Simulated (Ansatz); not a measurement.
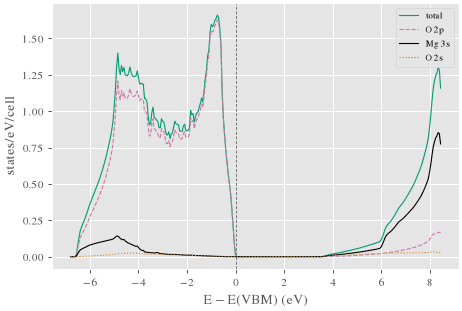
Fig. 1. Total and projected density of states of MgO (CsCl type, Pm-3m), plane-wave PAW r²SCAN (Ansatz code)

Task: Which orbitals carry the states next to the gap?

Result: Top 1 eV of the valence band: O 2p 98 %. Bottom 1 eV of the conduction band: Mg 3s 54 %, O 2s 35 %, O 2p 9 %. Projections are on Löwdin-orthogonalised atomic valence shells; empty p or d shells of many metals are not among them.

Task: Where is the tallest occupied peak in this window, and what makes it?

Result: Near -0.8 eV, about 1.7 states/eV per cell; the largest projected share is O 2p.

This is a known high-pressure phase of the composition, computed here at zero pressure and temperature. Symmetry was held in the r²SCAN relaxation. At this level the phase is mechanically unstable.

Potentials: the later of the program's two PAW sets.
